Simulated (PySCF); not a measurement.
# CF (SMILES [C]F) at UBLYP/cc-pVTZ

What is the vertical doublet–quartet gap of CF at UBLYP/cc-pVTZ? Input form: a Python script.

Program for the calculation: PySCF 2.14.0.

6 further runs of the same task are left out: 6 set aside as unsound or not needed.

## Step 1: The system as given

The species is CF (2 atoms), meant as a doublet with charge 0. As SMILES, `[C]F`. The coordinates come from a PBE0-D4/def2-TZVP relaxation.

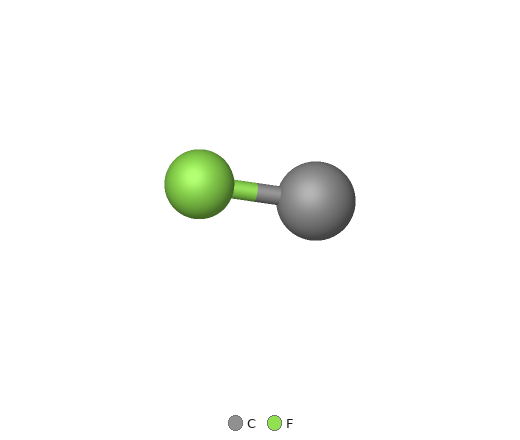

Viewed from a chosen angle; carbon grey, fluorine green.

## Step 2: A single-point energy at UBLYP/cc-pVTZ

Input file job.py:

```python
# CF
from pyscf import gto, dft

mol = gto.Mole()
mol.atom = 'C -0.000000 0.000000 0.003080; F 0.000000 -0.000000 1.271320'
mol.charge = 0
mol.max_memory = 1860
mol.verbose = 4
mol.spin = 1
mol.basis = 'cc-pvtz'
mol.build()

mf = dft.UKS(mol, xc='blyp')
mf.conv_tol = 1e-10
mf.grids.level = 5
mf.kernel()
if not mf.converged:
    mf = mf.newton().run(mf.mo_coeff, mf.mo_occ)

energy = mf.e_tot
print('Final energy', energy)
```

Started as:

```
$ OMP_NUM_THREADS=1 python job.py
```

Standard output:

```text
PySCF version 2.14.0

[INPUT] num. atoms = 2
[INPUT] num. electrons = 15
[INPUT] charge = 0
[INPUT] spin (= nelec alpha-beta = 2S) = 1
[INPUT] symmetry False subgroup None
[INPUT] Mole.unit = angstrom
[INPUT] Symbol           X                Y                Z      unit          X                Y                Z       unit  Magmom
[INPUT]  1 C      0.000000000000   0.000000000000   0.003080000000 AA    0.000000000000   0.000000000000   0.005820356464 Bohr   0.0
[INPUT]  2 F      0.000000000000   0.000000000000   1.271320000000 AA    0.000000000000   0.000000000000   2.402446616682 Bohr   0.0

nuclear repulsion = 22.5316733344477
number of shells = 18
number of NR pGTOs = 84
number of NR cGTOs = 60
basis = cc-pvtz
ecp = {}

******** <class 'pyscf.dft.uks.UKS'> ********
method = UKS
initial guess = minao
damping factor = 0
level_shift factor = 0
DIIS = <class 'pyscf.scf.diis.CDIIS'>
diis_start_cycle = 1
diis_space = 8
diis_damp = 0
SCF conv_tol = 1e-10
SCF conv_tol_grad = None
SCF max_cycles = 50
direct_scf = True
direct_scf_tol = 1e-13
number electrons alpha = 8  beta = 7
XC library pyscf.dft.libxc version 7.0.0
    S. Lehtola, C. Steigemann, M. J.T. Oliveira, and M. A.L. Marques.,  SoftwareX 7, 1–5 (2018)
XC functionals = blyp
    A. D. Becke.,  Phys. Rev. A 38, 3098 (1988)
    C. Lee, W. Yang, and R. G. Parr.,  Phys. Rev. B 37, 785 (1988)
    B. Miehlich, A. Savin, H. Stoll, and H. Preuss.,  Chem. Phys. Lett. 157, 200 (1989)
radial grids:
    Treutler-Ahlrichs [JCP 102, 346 (1995); DOI:10.1063/1.469408] (M4) radial grids

becke partition: Becke, JCP 88, 2547 (1988); DOI:10.1063/1.454033
pruning grids: <function nwchem_prune>
grids dens level: 5
symmetrized grids: False
atomic radii adjust function: <function treutler_atomic_radii_adjust>
small_rho_cutoff = 0
Set gradient conv threshold to 1e-05
tot grids = 86856
init E= -137.977684514166

[... the frontier-level lines of each cycle are left out ...]



cycle= 1 E= -137.799105740159  delta_E= 0.179  |g|= 0.26  |ddm|= 0.915
cycle= 2 E= -137.697588094498  delta_E= 0.102  |g|= 0.631  |ddm|= 0.313
cycle= 3 E= -137.819100824236  delta_E= -0.122  |g|= 0.0746  |ddm|= 0.245
cycle= 4 E= -137.821229790908  delta_E= -0.00213  |g|= 0.0114  |ddm|= 0.0434
cycle= 5 E= -137.821262294577  delta_E= -3.25e-05  |g|= 0.00533  |ddm|= 0.0108
cycle= 6 E= -137.821276491522  delta_E= -1.42e-05  |g|= 0.000557  |ddm|= 0.00535
cycle= 7 E= -137.821276651437  delta_E= -1.6e-07  |g|= 0.00022  |ddm|= 0.000761
cycle= 8 E= -137.82127666818  delta_E= -1.67e-08  |g|= 1.85e-05  |ddm|= 0.000102
cycle= 9 E= -137.821276668352  delta_E= -1.73e-10  |g|= 6.98e-06  |ddm|= 1.67e-05
cycle= 10 E= -137.821276668374  delta_E= -2.18e-11  |g|= 8.09e-07  |ddm|= 7.76e-06
Extra cycle  E= -137.821276668377  delta_E= -2.39e-12  |g|= 8.44e-07  |ddm|= 6.4e-06
converged SCF energy = -137.821276668377  <S^2> = 0.75274014  2S+1 = 2.0027383
Final energy -137.8212766683766
```

It took 4.5 s on 1 thread of Arm Neoverse V2, shared host; peak memory 0.29 GiB.

## Step 3: The quartet at the same level

Input file start.xyz:

```xyz
2
CF
C      0.000000     0.000000     0.003080
F      0.000000     0.000000     1.271320
```

Input file run.py:

```python
from pyscf import gto, dft

mol = gto.M(
    atom='start.xyz',
    max_memory=1860,
    basis='cc-pvtz',
    verbose=3,
    spin=3,
    charge=0,
)

mf = dft.UKS(mol)
mf.xc = 'blyp'
mf.grids.level = 5
mf.conv_tol = 1e-10
mf.kernel()
if not mf.converged:
    mf = mf.newton().run(mf.mo_coeff, mf.mo_occ)

energy = mf.e_tot
print('E(%s) = %.9f' % ('BLYP', energy))
```

Started as:

```
$ OMP_NUM_THREADS=1 python run.py
```

Standard output:

```text
WARN: HOMO -0.113104188278735 >= LUMO -0.345003862652332

WARN: HOMO -0.203435571669427 >= LUMO -0.320574992805254

WARN: HOMO -0.186896048042416 >= LUMO -0.286177723984549

WARN: HOMO -0.169371892905205 >= LUMO -0.261049986744421

WARN: HOMO -0.175288425960355 >= LUMO -0.263210756677529

WARN: HOMO -0.175267205996771 >= LUMO -0.263018713159756

WARN: HOMO -0.175241722673183 >= LUMO -0.262890513350209

WARN: HOMO -0.175257214909278 >= LUMO -0.262900732435323

WARN: HOMO -0.175253929595012 >= LUMO -0.26289947726192

WARN: HOMO -0.175254131267325 >= LUMO -0.262899580681333

converged SCF energy = -137.677363641822  <S^2> = 3.7524423  2S+1 = 4.001221
E(BLYP) = -137.677363642
```

It took 4.5 s on 1 thread of Arm Neoverse V2, shared host; peak memory 0.29 GiB.

## Step 4: What came out

Level: UBLYP/cc-pVTZ.

```
                                        quantity          value
                           doublet: total energy  -137.82128 Eh
                          doublet: dipole moment         0.93 D
     doublet: HOMO energy (highest over α and β)       -4.35 eV
      doublet: LUMO energy (lowest over α and β)       -3.82 eV
                                   doublet: ⟨S²⟩          0.753
                           quartet: total energy  -137.67736 Eh
                          quartet: dipole moment         0.28 D
     quartet: HOMO energy (highest over α and β)       -4.77 eV
                                   quartet: ⟨S²⟩          3.752
vertical energy of the quartet above the doublet       3.916 eV
```

What this shows: At this shape the quartet lies 3.92 eV (90 kcal/mol) above the doublet.
